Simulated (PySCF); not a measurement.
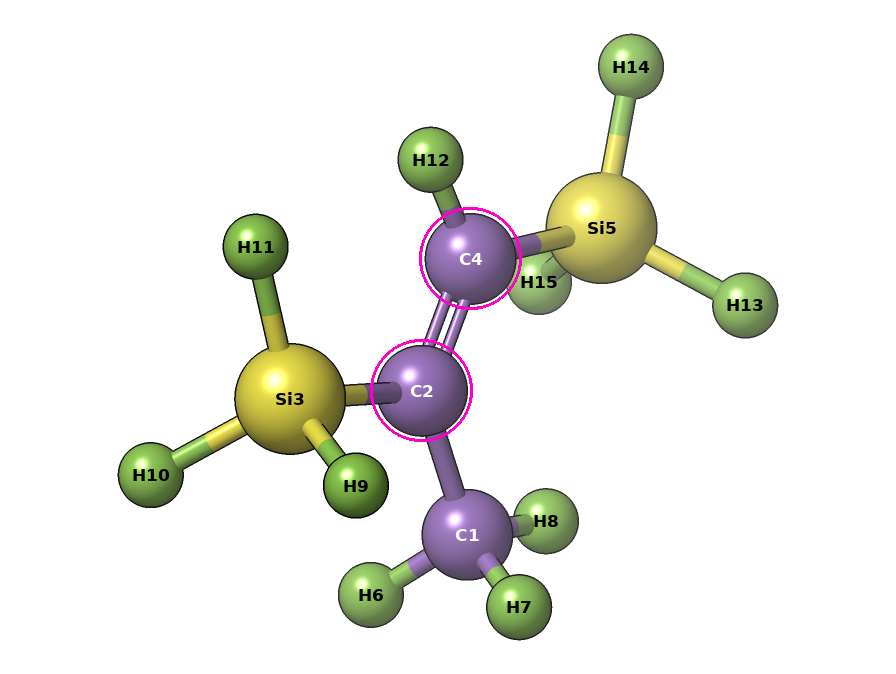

Depth is shown by fading: the farther an atom, the more it takes the colour of the background. Circles mark the stereogenic atoms. The geometry was computed by an optimisation with PBE0-D3(BJ)/def2-SVP. No frequency run is at hand to confirm it as a minimum.

**Assign CIP descriptors.**

C2=C4: E.

**Write the isomeric SMILES.**

C/C([SiH3])=C\[SiH3]
